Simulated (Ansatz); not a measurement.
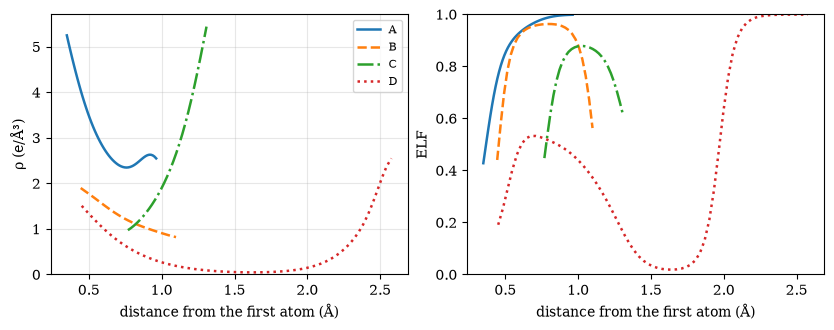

CH6OSi···CH4. Electron density and electron localisation function along straight lines between neighbouring atoms. The curves leave out the atomic cores.

These are results of Ansatz, RKS PBE0/def2-mTZVP, not measurements.

Input file:

```
crystal:
  periodic: [false, false, false]
  atoms:
    - { symbol: Si, position_ang: [-1.265007, 0.301097, 0.046483] }
    - { symbol: O, position_ang: [-0.507464, 1.520632, 0.998796] }
    - { symbol: H, position_ang: [-0.871651, 0.396547, -1.378706] }
    - { symbol: H, position_ang: [-2.717038, 0.611909, 0.122458] }
    - { symbol: C, position_ang: [-0.95969, -1.408106, 0.744483] }
    - { symbol: H, position_ang: [1.2329, 1.35293, -0.455104] }
    - { symbol: C, position_ang: [1.756722, 0.54351, -0.941115] }
    - { symbol: H, position_ang: [0.234461, 1.204661, 1.523169] }
    - { symbol: H, position_ang: [-1.484903, -2.159203, 0.147432] }
    - { symbol: H, position_ang: [0.096047, -1.687889, 0.763056] }
    - { symbol: H, position_ang: [-1.343692, -1.476098, 1.765888] }
    - { symbol: H, position_ang: [1.484239, -0.417537, -0.506266] }
    - { symbol: H, position_ang: [2.833988, 0.682707, -0.826676] }
    - { symbol: H, position_ang: [1.511188, 0.534738, -2.003996] }
basis:
  gaussian: { orbitals: def2-mTZVP }
hamiltonian:
  xc: pbe0
relax:
  f_tol: 0.03
  max_steps: 50
output:
  orbitals: {}
```

Run with:

```sh
ansatz run input.yaml --threads 2 --pin off --max-ram 3072MiB --backend cpu --events-out ev --progress --plain --runs-dir out
```

The fields are those of the relaxed geometry.

Question: Which curve belongs to which contact (C–H, C–Si, O–H and Si–O)? The first atom named is at distance zero.

Answer: Curve A: O–H (0.96 Å): ρ is about 3.7 e/Å³ halfway; the ELF climbs to about 1 towards the hydrogen, as it does in any bond to H (an ordinary covalent bond to hydrogen). Curve B: C–Si (1.87 Å): ρ at the midpoint is about 0.98 e/Å³; the ELF peaks at about 0.95 between the atoms; a shared electron pair. Curve C: Si–O (1.66 Å): the density is about 1.1 e/Å³ at the midpoint; the ELF peaks at about 0.90 between the atoms, as expected for a shared but strongly polarised pair. Curve D: C7···H8 (2.58 Å): the density falls to about 0.05 e/Å³ on the way; the ELF dips to about 0 between them (a non-bonded, intermolecular contact).
